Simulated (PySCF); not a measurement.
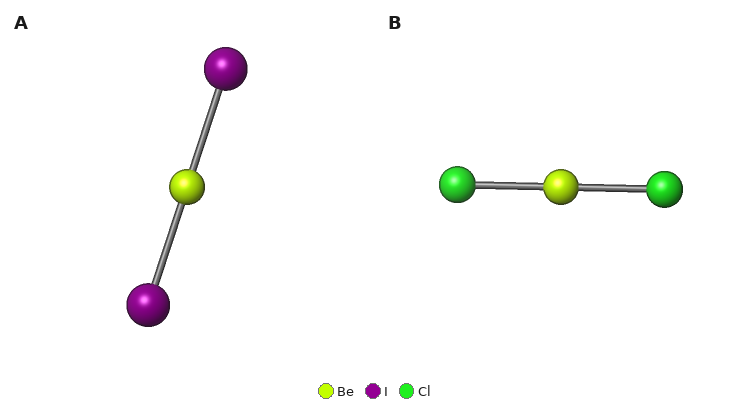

Two related species, optimised with PBE0-D3(BJ)/def2-SVP; properties computed with PySCF 2.14.0. Both: charge 0, singlet.

Question. Identify both.

Answer. A is BeI2, B is BeCl2.

Compare them. With ωB97X-D/def2-SVPD, core potentials on I: HOMO–LUMO gap (eV), HOMO energy (Kohn–Sham orbital) (eV), lowest vertical singlet excitation (eV), mean static polarisability (bohr³).

```csv
quantity,A,B
HOMO–LUMO gap (eV),10.30,12.52
HOMO energy (Kohn–Sham orbital) (eV),−9.71,−11.56
lowest vertical singlet excitation (eV),5.74,7.96
mean static polarisability (bohr³),86.8,40.4
```

Each is one conformer, and no frequency run is at hand to confirm it as a minimum.
